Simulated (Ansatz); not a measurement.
**Geometry relaxation, with input and output: AlN2H4F**

AlN2H4F, computed with RHF/def2-SVP (Ansatz 0.2.0).

It belongs to a series of runs on one base structure; here: start relaxed. Figures and captions count atoms from 1; the log counts them from 0 in places.

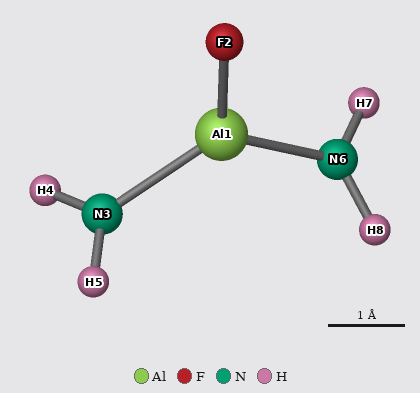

Figure 1. The input geometry (ball-and-stick view, seen at a tilt; atoms are numbered from 1 in the order of the input). Sticks mark near contacts.

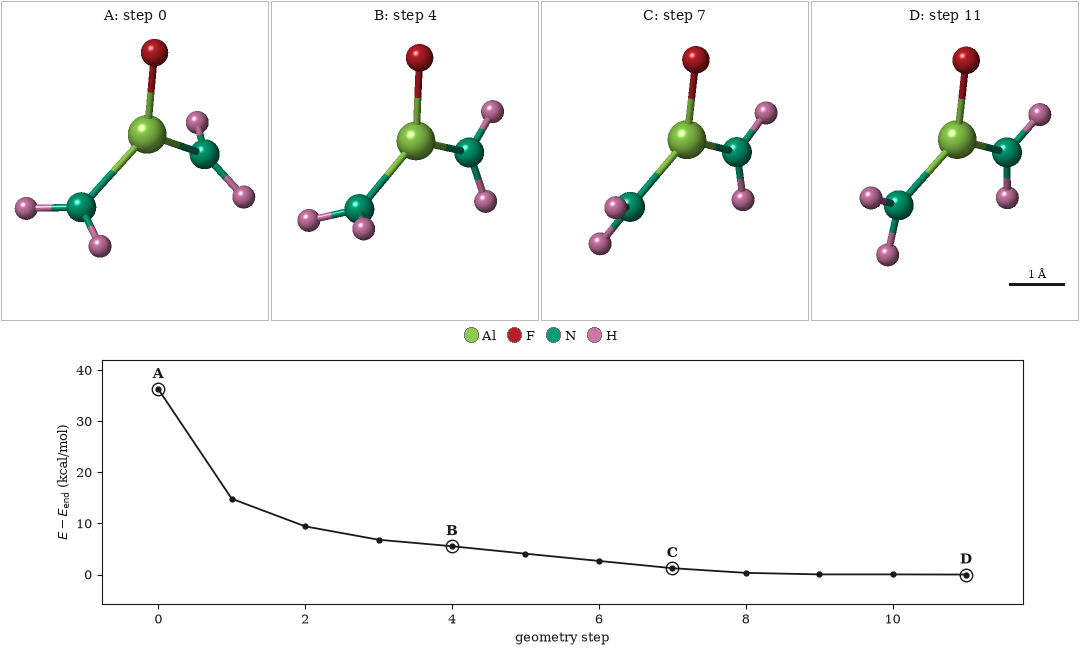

Figure 2. Frames of the relaxation (ball-and-stick view, seen at a tilt) above the curves, on which the letters mark them (the first geometry is step 0 here and step 1 in the log).

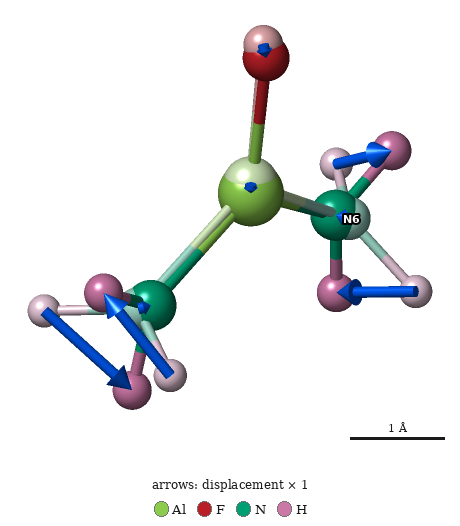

Figure 3. Start (faint) and end (solid) with the displacements as blue arrows, at true length (ball-and-stick view, seen at a tilt). The two geometries are laid on each other by the best rigid fit. The energy falls by 36.3 kcal/mol in 11 geometry steps. The largest force component goes from 2.7 to 0.0038 eV/Å. The largest move after the best rigid fit is that of H4, 1.27 Å. Largest moves by element: H 1.27 Å, F 0.15 Å, N 0.15 Å, Al 0.10 Å. Among the contacts that change: Al1–N3 1.920 → 1.760 Å, N3–H4 1.060 → 1.001 Å, Al1–F2 1.690 → 1.655 Å. Among the angles that change: H4–N3–H5 120.0° → 109.7°, Al1–N3–H4 120.0° → 126.1°, N3–Al1–N6 120.0° → 124.5°. (Atoms are counted from 1 in the order of the input.)

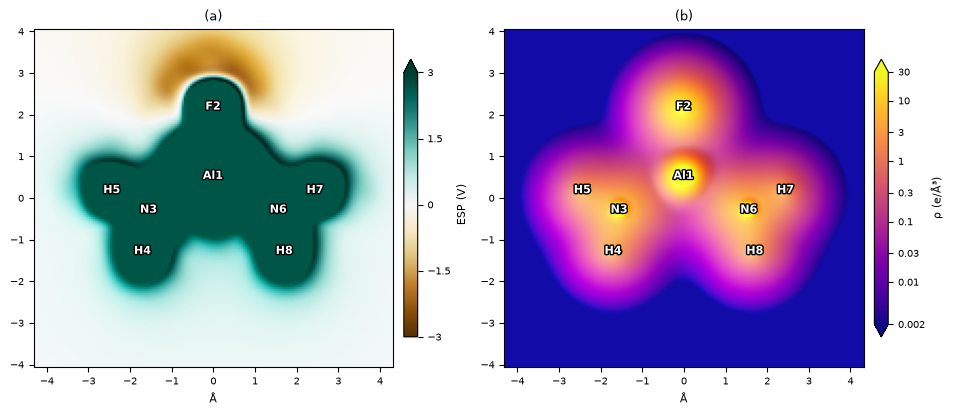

Figure 4. (a) electrostatic potential; (b) total electron density on the molecular plane. The section cuts through Al, F, N and H sites. Al–N (1.76 Å): ρ at the midpoint is about 0.87 e/Å³. N–H (1.00 Å): ρ is about 2.8 e/Å³ halfway, with its minimum of 2.3 e/Å³ about 0.8 Å from N.

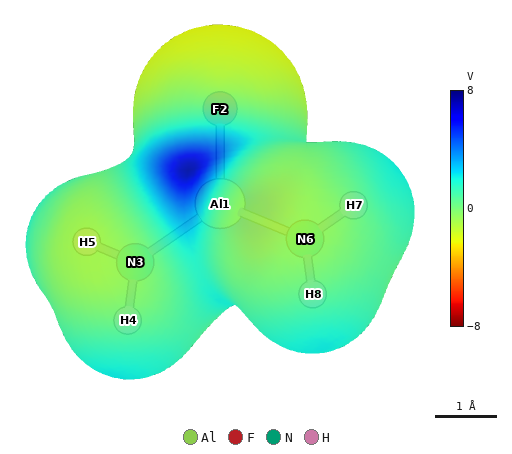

Figure 5. The molecular electrostatic potential painted on the density surface at 0.004 e/bohr³, seen at a tilt; red is negative and blue positive.

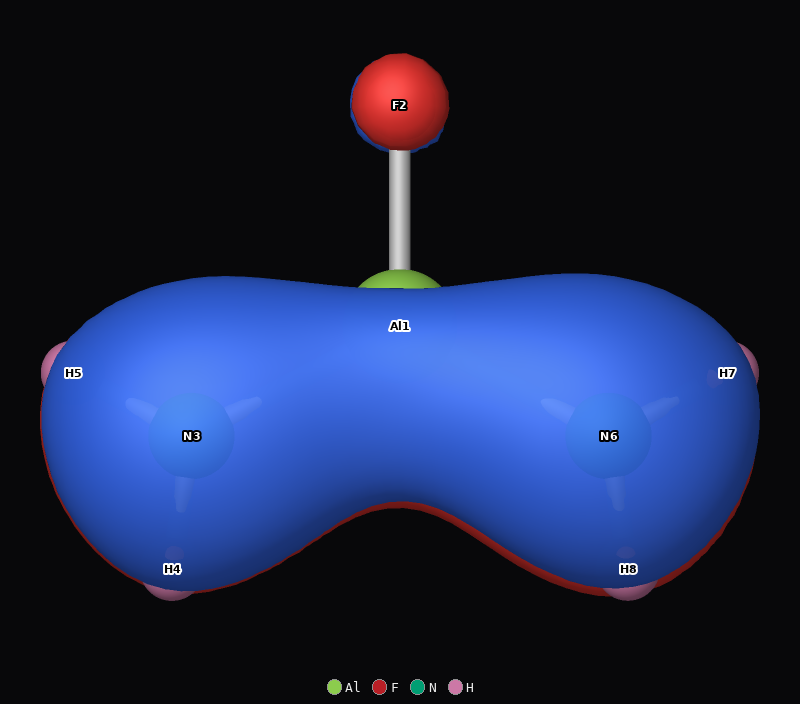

Figure 6. One frontier orbital at ±0.08 Å⁻³ᐟ² (red and blue are the two phases), seen face on. The HOMO−1, at −11.29 eV.

These pictures come from the run below.

### Input file
```yaml
crystal:
  periodic: [false, false, false]
  atoms:
    - { symbol: Al, position_ang: [0.0, 0.0, 0.0] }
    - { symbol: F, position_ang: [0.0, 0.0, 1.69] }
    - { symbol: "N", position_ang: [1.6627, 0.0, -0.96] }
    - { symbol: H, position_ang: [2.1293, -0.9179, -1.2118] }
    - { symbol: H, position_ang: [2.1141, 0.9179, -1.2382] }
    - { symbol: "N", position_ang: [-1.6627, 0.0, -0.96] }
    - { symbol: H, position_ang: [-2.3316, -0.8164, -0.8614] }
    - { symbol: H, position_ang: [-1.9118, 0.8164, -1.5886] }
basis:
  gaussian: { orbitals: def2-SVP }
hamiltonian:
  xc: hf
relax:
  f_tol: 0.02
  max_steps: 40
output:
  orbitals: {}
```

Launched with:
```bash
ansatz run input.yaml --threads 1 --pin off --max-ram 2048MiB --backend cpu --events-out ev --progress --plain --runs-dir out
```

### The program's output
```
The last accepted step is kept in [file] (removed where the run ends without a failure and the disk answers)
Engine: ansatz 0.2.0, aarch64-unknown-linux-gnu
Functional definition: HF
  exchange = exact_x
  correlation = 0
839 factors; integrals over basis functions are off by at most 4.0e-4 eV
mean field evaluation 1: about -12307.1583 eV, gradient 4.7e1 eV
mean field evaluation 2: about -12307.1934 eV, gradient 4.7e1 eV
mean field evaluation 4: about -12311.5665 eV, gradient 2.3e0 eV
mean field evaluation 8: about -12311.5973 eV, gradient 1.8e-1 eV
mean field -12311.59739460 eV, -452.4428591510 hartree, gradient 1.7e-5 eV, S^2 0.000000; 0 other end points of the search recorded, 0 dependent functions left out
the calculation of the forces begins
reference -12311.59739460 eV, -452.4428591510 hartree; 20, 20 occupied and 60, 60 virtual orbitals, 839 factors
relax step   1: F+E_penalty+E_count = -12311.59739460 eV  Δ(F+E_penalty+E_count) = +0.000e0 eV  max|allowed force component| = 2.655e0 eV/Å  Δτ_max = 0.0000 Å  (35 SCF iters, accepted)
these checks for a lower state are left out or cut short: starts, cluster_reference, orbital_swaps, neighbouring_geometries, increment
839 factors; integrals over basis functions are off by at most 3.4e-4 eV
mean field evaluation 16: about -12312.5271 eV, gradient 2.0e-3 eV
mean field -12312.52713152 eV, -452.4770263526 hartree, gradient 5.4e-5 eV, S^2 0.000000; 0 other end points of the search recorded, 0 dependent functions left out
[... from here on the field's lines of each further geometry are left out, up to the last ...]
relax step   2: F+E_penalty+E_count = -12312.52713152 eV  Δ(F+E_penalty+E_count) = -9.297e-1 eV  max|allowed force component| = 1.186e0 eV/Å  Δτ_max = 0.1945 Å  (32 SCF iters, accepted)
relax step   3: F+E_penalty+E_count = -12312.76162374 eV  Δ(F+E_penalty+E_count) = -2.345e-1 eV  max|allowed force component| = 6.672e-1 eV/Å  Δτ_max = 0.1934 Å  (31 SCF iters, accepted)
relax step   4: F+E_penalty+E_count = -12312.87502889 eV  Δ(F+E_penalty+E_count) = -1.134e-1 eV  max|allowed force component| = 4.725e-1 eV/Å  Δτ_max = 0.2000 Å  (30 SCF iters, accepted)
relax step   5: F+E_penalty+E_count = -12312.93003317 eV  Δ(F+E_penalty+E_count) = -5.500e-2 eV  max|allowed force component| = 2.890e-1 eV/Å  Δτ_max = 0.1003 Å  (31 SCF iters, accepted)
relax step   6: F+E_penalty+E_count = -12312.99340741 eV  Δ(F+E_penalty+E_count) = -6.337e-2 eV  max|allowed force component| = 3.790e-1 eV/Å  Δτ_max = 0.2000 Å  (30 SCF iters, accepted)
relax step   7: F+E_penalty+E_count = -12313.05479318 eV  Δ(F+E_penalty+E_count) = -6.139e-2 eV  max|allowed force component| = 4.531e-1 eV/Å  Δτ_max = 0.2000 Å  (31 SCF iters, accepted)
relax step   8: F+E_penalty+E_count = -12313.11631502 eV  Δ(F+E_penalty+E_count) = -6.152e-2 eV  max|allowed force component| = 3.281e-1 eV/Å  Δτ_max = 0.2000 Å  (31 SCF iters, accepted)
relax step   9: F+E_penalty+E_count = -12313.15607113 eV  Δ(F+E_penalty+E_count) = -3.976e-2 eV  max|allowed force component| = 3.074e-1 eV/Å  Δτ_max = 0.2000 Å  (30 SCF iters, accepted)
relax step  10: F+E_penalty+E_count = -12313.16908298 eV  Δ(F+E_penalty+E_count) = -1.301e-2 eV  max|allowed force component| = 8.733e-2 eV/Å  Δτ_max = 0.1388 Å  (30 SCF iters, accepted)
relax step  11: F+E_penalty+E_count = -12313.16908816 eV  Δ(F+E_penalty+E_count) = -5.179e-6 eV  max|allowed force component| = 8.657e-2 eV/Å  Δτ_max = 0.0005 Å  (21 SCF iters, accepted)
the calculation of the forces begins
reference -12313.17048009 eV, -452.5006689765 hartree; 20, 20 occupied and 60, 60 virtual orbitals, 839 factors
relax step  12: F+E_penalty+E_count = -12313.17048009 eV  Δ(F+E_penalty+E_count) = -1.392e-3 eV  max|allowed force component| = 3.834e-3 eV/Å  Δτ_max = 0.0393 Å  (32 SCF iters, accepted)
839 factors; integrals over basis functions are off by at most 4.5e-4 eV
mean field evaluation 96: about -12313.1703 eV, gradient 2.2e-1 eV
mean field -12313.17048009 eV, -452.5006689765 hartree, gradient 5.1e-5 eV, S^2 0.000000; 1 other end points of the search recorded, 0 dependent functions left out
the calculation of the forces begins
reference -12313.17048009 eV, -452.5006689765 hartree; 20, 20 occupied and 60, 60 virtual orbitals, 839 factors
Total energy: -12313.17048009 eV, -452.5006689765 hartree
Atom 0 at    -0.003474     0.034607    -0.104552 Å, force    -0.000228    -0.000067    -0.003277 eV/Å
Atom 1 at    -0.014007     0.141583     1.546831 Å, force    -0.000235     0.000055     0.000779 eV/Å
Atom 2 at     1.554824     0.091679    -0.919780 Å, force     0.002403    -0.000069    -0.002744 eV/Å
Atom 3 at     1.707073     0.023469    -1.907060 Å, force    -0.003408     0.003834     0.003016 eV/Å
Atom 4 at     2.432609     0.196469    -0.448401 Å, force    -0.003256    -0.002999     0.000743 eV/Å
Atom 5 at    -1.551230    -0.128320    -0.925596 Å, force    -0.001426     0.000269    -0.000734 eV/Å
Atom 6 at    -2.435221    -0.171348    -0.456160 Å, force     0.003033     0.002573     0.000947 eV/Å
Atom 7 at    -1.690575    -0.188139    -1.915281 Å, force     0.003118    -0.003597     0.001269 eV/Å
Dipole moment:     0.003416    -0.034807    -0.540311 e Å
```

### Trajectory as extended XYZ (Å, eV, eV/Å), 12 frames, from step=1 to step=12
```
8
Properties=species:S:1:pos:R:3:forces:R:3 step=1 energy=-12311.59740
Al    0.0000    0.0000    0.0000   -0.0251   0.0282  -1.9515
F     0.0000    0.0000    1.6900   -0.0422  -0.0930  -1.2373
N     1.6627    0.0000   -0.9600   -1.1172   0.1357   0.8168
H     2.1293   -0.9179   -1.2118   -0.6298   2.6362   0.3126
H     2.1141    0.9179   -1.2382   -0.5165  -2.6552   0.4140
N    -1.6627    0.0000   -0.9600    1.1565  -0.0851   0.9258
H    -2.3316   -0.8164   -0.8614    1.0920   2.4391  -0.5683
H    -1.9118    0.8164   -1.5886    0.0822  -2.4059   1.2879
8
Properties=species:S:1:pos:R:3:forces:R:3 step=2 energy=-12312.52713
Al    0.0002   -0.0011   -0.0858   -0.0316  -0.1075  -0.6779
F    -0.0093   -0.0688    1.5862   -0.0535  -0.0698  -0.5833
N     1.6115    0.0245   -0.9452   -0.9178   0.2821   0.4782
H     2.1032   -0.8202   -1.2066   -0.0678   0.6158   0.0189
H     2.1208    0.8721   -1.1690   -0.0582  -0.7388   0.0879
N    -1.6117   -0.0095   -0.9369    0.4902  -0.2536   0.5696
H    -2.3634   -0.6796   -0.7269    0.6869   1.1855  -0.3310
H    -1.8514    0.6826   -1.6458   -0.0482  -0.9136   0.4377
8
Properties=species:S:1:pos:R:3:forces:R:3 step=3 energy=-12312.76162
Al    0.0001   -0.0387   -0.1148    0.1045   0.0998   0.2528
F    -0.0229   -0.1312    1.5434   -0.0595  -0.1463  -0.1049
N     1.5607    0.0498   -0.9440   -0.0853   0.0921  -0.0511
H     2.0739   -0.7596   -1.2317    0.0832   0.0069  -0.0840
H     2.0956    0.8761   -1.1201    0.1208  -0.0020   0.0391
N    -1.5638   -0.0150   -0.9173   -0.6304  -0.1018  -0.1917
H    -2.3848   -0.5291   -0.6072    0.4631   0.6673  -0.2317
H    -1.7588    0.5478   -1.7383    0.0037  -0.6160   0.3714
8
Properties=species:S:1:pos:R:3:forces:R:3 step=4 energy=-12312.87503
Al    0.0063   -0.0222   -0.1288   -0.0105  -0.0226   0.4537
F    -0.0712   -0.1286    1.5314    0.0708  -0.0300  -0.2135
N     1.5726    0.0741   -0.9465    0.4725   0.1182  -0.3042
H     2.0192   -0.7096   -1.4021   -0.2350   0.3341   0.1042
H     2.2088    0.8596   -0.9560   -0.2711  -0.3768   0.1366
N    -1.5681   -0.0338   -0.9068   -0.4693   0.0152  -0.4221
H    -2.4158   -0.4176   -0.5073    0.4118   0.3877  -0.1926
H    -1.7518    0.3782   -1.8139    0.0309  -0.4257   0.4379
8
Properties=species:S:1:pos:R:3:forces:R:3 step=5 energy=-12312.93003
Al    0.0032   -0.0150   -0.1405   -0.0513  -0.1045   0.1959
F    -0.0341   -0.1520    1.5147   -0.0105   0.0303  -0.0970
N     1.5524    0.1081   -0.9912    0.2889   0.0752  -0.0951
H     2.0084   -0.6855   -1.4111   -0.1475   0.1919  -0.0285
H     2.2344    0.8389   -0.8680   -0.1720  -0.2047   0.0622
N    -1.5742   -0.0586   -0.9196   -0.1478   0.0781  -0.0833
H    -2.4342   -0.3269   -0.4688    0.2304   0.1626  -0.1231
H    -1.7560    0.2910   -1.8454    0.0098  -0.2289   0.1688
8
Properties=species:S:1:pos:R:3:forces:R:3 step=6 energy=-12312.99341
Al    0.0040   -0.0092   -0.1225   -0.0053  -0.0589   0.1168
F    -0.0394   -0.1080    1.5334    0.0113   0.0726  -0.0690
N     1.5470    0.1231   -0.9788    0.3790  -0.0028  -0.0684
H     1.9189   -0.6049   -1.5708   -0.1517   0.3438   0.0807
H     2.2870    0.7669   -0.7394   -0.2342  -0.3214  -0.0243
N    -1.5614   -0.0687   -0.9178   -0.1755   0.0193  -0.1092
H    -2.4304   -0.2736   -0.4546    0.1645   0.0723  -0.1159
H    -1.7258    0.1744   -1.8795    0.0119  -0.1247   0.1892
8
Properties=species:S:1:pos:R:3:forces:R:3 step=7 energy=-12313.05479
Al    0.0032   -0.0034   -0.1114    0.0082   0.0083   0.0631
F    -0.0334   -0.0465    1.5455    0.0153   0.0796  -0.0495
N     1.5472    0.1308   -0.9605    0.3216  -0.2075  -0.1802
H     1.8365   -0.4862   -1.7091   -0.1396   0.4531   0.2757
H     2.3400    0.6540   -0.6230   -0.1893  -0.2699  -0.0825
N    -1.5550   -0.0837   -0.9192   -0.0809  -0.0157  -0.1369
H    -2.4292   -0.2411   -0.4536    0.0477   0.0020  -0.0415
H    -1.7092    0.0762   -1.8987    0.0170  -0.0500   0.1518
8
Properties=species:S:1:pos:R:3:forces:R:3 step=8 energy=-12313.11631
Al    0.0005    0.0092   -0.1079   -0.0062   0.0307   0.0415
F    -0.0224    0.0390    1.5483    0.0157   0.0537  -0.0322
N     1.5503    0.1208   -0.9414    0.2378  -0.1803  -0.1960
H     1.7739   -0.3302   -1.8174   -0.0903   0.3281   0.3219
H     2.3854    0.4999   -0.5265   -0.1544  -0.1756  -0.1074
N    -1.5536   -0.1064   -0.9221   -0.0291  -0.0194  -0.0780
H    -2.4304   -0.2442   -0.4568    0.0234  -0.0047  -0.0134
H    -1.7038    0.0119   -1.9063    0.0031  -0.0325   0.0636
8
Properties=species:S:1:pos:R:3:forces:R:3 step=9 energy=-12313.15607
Al   -0.0015    0.0197   -0.1050   -0.0125   0.0793   0.0269
F    -0.0203    0.1238    1.5474    0.0122  -0.0102  -0.0164
N     1.5555    0.1051   -0.9232    0.1434  -0.1141  -0.1987
H     1.7215   -0.1492   -1.8844   -0.0166   0.1571   0.3074
H     2.4245    0.3282   -0.4691   -0.1537  -0.0767  -0.1099
N    -1.5511   -0.1309   -0.9263    0.0327  -0.0007   0.0226
H    -2.4285   -0.2470   -0.4567    0.0074   0.0060  -0.0127
H    -1.7001   -0.0498   -1.9127   -0.0130  -0.0407  -0.0191
8
Properties=species:S:1:pos:R:3:forces:R:3 step=10 energy=-12313.16908
Al   -0.0039    0.0346   -0.1034    0.0290  -0.0301  -0.0476
F    -0.0121    0.1435    1.5477    0.0015   0.0065   0.0001
N     1.5537    0.0851   -0.9227    0.0075   0.0310   0.0873
H     1.7141   -0.0122   -1.9056   -0.0081   0.0045  -0.0218
H     2.4255    0.2265   -0.4484   -0.0135  -0.0194  -0.0269
N    -1.5498   -0.1356   -0.9253   -0.0534   0.0279  -0.0004
H    -2.4335   -0.1928   -0.4560    0.0181   0.0005  -0.0006
H    -1.6940   -0.1492   -1.9163    0.0190  -0.0209   0.0099
8
Properties=species:S:1:pos:R:3:forces:R:3 step=11 energy=-12313.16909
Al   -0.0039    0.0345   -0.1035    0.0290  -0.0306  -0.0554
F    -0.0121    0.1431    1.5474    0.0014   0.0071   0.0094
N     1.5538    0.0852   -0.9226    0.0076   0.0309   0.0866
H     1.7141   -0.0119   -1.9055   -0.0082   0.0044  -0.0221
H     2.4256    0.2264   -0.4483   -0.0136  -0.0193  -0.0265
N    -1.5499   -0.1355   -0.9253   -0.0533   0.0278  -0.0010
H    -2.4335   -0.1928   -0.4559    0.0181   0.0005  -0.0003
H    -1.6941   -0.1490   -1.9162    0.0190  -0.0208   0.0095
8
Properties=species:S:1:pos:R:3:forces:R:3 step=12 energy=-12313.17048
Al   -0.0035    0.0346   -0.1046   -0.0002  -0.0001  -0.0033
F    -0.0140    0.1416    1.5468   -0.0002   0.0001   0.0008
N     1.5548    0.0917   -0.9198    0.0024  -0.0001  -0.0027
H     1.7071    0.0235   -1.9071   -0.0034   0.0038   0.0030
H     2.4326    0.1965   -0.4484   -0.0033  -0.0030   0.0007
N    -1.5512   -0.1283   -0.9256   -0.0014   0.0003  -0.0007
H    -2.4352   -0.1713   -0.4562    0.0030   0.0026   0.0009
H    -1.6906   -0.1881   -1.9153    0.0031  -0.0036   0.0013
```

### Key numbers

| quantity | value |
| --- | --- |
| outcome | converged |
| total energy | −12313.1705 eV |
| mean-field energy | −12313.1705 eV |
| largest force (length of the vector) at the end | 0.006 eV/Å |
| hardware | 1 thread of Arm Neoverse V2, 24 GiB of memory available, shared host |
| wall time | 14 s |
| peak memory | 0.14 GiB |
